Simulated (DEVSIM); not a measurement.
System: Cr/SiO2/n-Ge capacitor, at 300 K.

| layer (left to right) | material | thickness (nm) | Nd (cm⁻³) |
|---|---|---|---|
| 1 | SiO2 | 2.10 | - |
| 2 | Ge | 6600 | 8e15 |

Metal gate on the left, work function 4.5 eV. Fixed charge at the semiconductor interface 1.2e12 cm⁻² (in units of +e); no interface traps.

This is a model device: material constants are rounded textbook-type values typed into the input, and sizes, dopings and lifetimes were drawn at random. Values at 300 K.

| parameter | SiO2 | Ge |
|---|---|---|
| gap (eV) | 9 | 0.664 |
| affinity (eV) | 0.9 | 4 |
| permittivity | 3.9 | 16 |
| Nc (cm⁻³) | - | 1.04e19 |
| Nv (cm⁻³) | - | 6e18 |

Simulated with DEVSIM: 1D Poisson equation in equilibrium, Boltzmann statistics, complete ionisation; no quantum confinement or tunnelling. Metal contacts follow the ideal Schottky-Mott rule: no Fermi-level pinning, no interface dipoles.

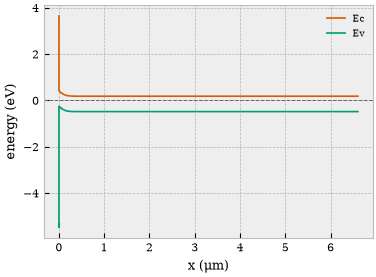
*Band edges at -0.05 V on the gate*

Energies count from the Fermi level of the right contact; mesh points crowd at the junctions.

```json
[
 {"x (μm)": "0.000", "Ec (eV)": "3.650", "Ev (eV)": "-5.350", "n (cm⁻³)": "< 1e2", "p (cm⁻³)": "< 1e2", "field (V/cm)": "-640000"},
 {"x (μm)": "0.0008718", "Ec (eV)": "3.595", "Ev (eV)": "-5.405", "n (cm⁻³)": "< 1e2", "p (cm⁻³)": "< 1e2", "field (V/cm)": "-640000"},
 {"x (μm)": "0.001669", "Ec (eV)": "3.544", "Ev (eV)": "-5.456", "n (cm⁻³)": "< 1e2", "p (cm⁻³)": "< 1e2", "field (V/cm)": "-640000"},
 {"x (μm)": "0.002624", "Ec (eV)": "0.415", "Ev (eV)": "-0.249", "n (cm⁻³)": "1.1e12", "p (cm⁻³)": "4.0e14", "field (V/cm)": "-19000"},
 {"x (μm)": "0.005596", "Ec (eV)": "0.410", "Ev (eV)": "-0.254", "n (cm⁻³)": "1.4e12", "p (cm⁻³)": "3.2e14", "field (V/cm)": "-19000"},
 {"x (μm)": "0.01109", "Ec (eV)": "0.399", "Ev (eV)": "-0.265", "n (cm⁻³)": "2.0e12", "p (cm⁻³)": "2.2e14", "field (V/cm)": "-18000"},
 {"x (μm)": "0.02307", "Ec (eV)": "0.378", "Ev (eV)": "-0.286", "n (cm⁻³)": "4.7e12", "p (cm⁻³)": "9.4e13", "field (V/cm)": "-17000"},
 {"x (μm)": "0.06423", "Ec (eV)": "0.314", "Ev (eV)": "-0.350", "n (cm⁻³)": "5.5e13", "p (cm⁻³)": "7.9e12", "field (V/cm)": "-14000"},
 {"x (μm)": "0.1389", "Ec (eV)": "0.237", "Ev (eV)": "-0.427", "n (cm⁻³)": "1.1e15", "p (cm⁻³)": "4.0e11", "field (V/cm)": "-7200"},
 {"x (μm)": "0.3018", "Ec (eV)": "0.189", "Ev (eV)": "-0.475", "n (cm⁻³)": "7.0e15", "p (cm⁻³)": "6.2e10", "field (V/cm)": "-610"},
 {"x (μm)": "0.6569", "Ec (eV)": "0.185", "Ev (eV)": "-0.479", "n (cm⁻³)": "8.0e15", "p (cm⁻³)": "5.5e10", "field (V/cm)": "≈ 0"},
 {"x (μm)": "1.814", "Ec (eV)": "0.185", "Ev (eV)": "-0.479", "n (cm⁻³)": "8.0e15", "p (cm⁻³)": "5.5e10", "field (V/cm)": "≈ 0"},
 {"x (μm)": "3.817", "Ec (eV)": "0.185", "Ev (eV)": "-0.479", "n (cm⁻³)": "8.0e15", "p (cm⁻³)": "5.5e10", "field (V/cm)": "≈ 0"},
 {"x (μm)": "5.325", "Ec (eV)": "0.185", "Ev (eV)": "-0.479", "n (cm⁻³)": "8.0e15", "p (cm⁻³)": "5.5e10", "field (V/cm)": "≈ 0"},
 {"x (μm)": "6.156", "Ec (eV)": "0.185", "Ev (eV)": "-0.479", "n (cm⁻³)": "8.0e15", "p (cm⁻³)": "5.5e10", "field (V/cm)": "≈ 0"},
 {"x (μm)": "6.398", "Ec (eV)": "0.185", "Ev (eV)": "-0.479", "n (cm⁻³)": "8.0e15", "p (cm⁻³)": "5.5e10", "field (V/cm)": "≈ 0"},
 {"x (μm)": "6.509", "Ec (eV)": "0.185", "Ev (eV)": "-0.479", "n (cm⁻³)": "8.0e15", "p (cm⁻³)": "5.5e10", "field (V/cm)": "≈ 0"},
 {"x (μm)": "6.560", "Ec (eV)": "0.185", "Ev (eV)": "-0.479", "n (cm⁻³)": "8.0e15", "p (cm⁻³)": "5.5e10", "field (V/cm)": "≈ 0"},
 {"x (μm)": "6.588", "Ec (eV)": "0.185", "Ev (eV)": "-0.479", "n (cm⁻³)": "8.0e15", "p (cm⁻³)": "5.5e10", "field (V/cm)": "≈ 0"},
 {"x (μm)": "6.596", "Ec (eV)": "0.185", "Ev (eV)": "-0.479", "n (cm⁻³)": "8.0e15", "p (cm⁻³)": "5.5e10", "field (V/cm)": "≈ 0"},
 {"x (μm)": "6.600", "Ec (eV)": "0.185", "Ev (eV)": "-0.479", "n (cm⁻³)": "8.0e15", "p (cm⁻³)": "5.5e10", "field (V/cm)": "≈ 0"},
 {"x (μm)": "6.602", "Ec (eV)": "0.185", "Ev (eV)": "-0.479", "n (cm⁻³)": "8.0e15", "p (cm⁻³)": "5.5e10", "field (V/cm)": "≈ 0"}
]
```
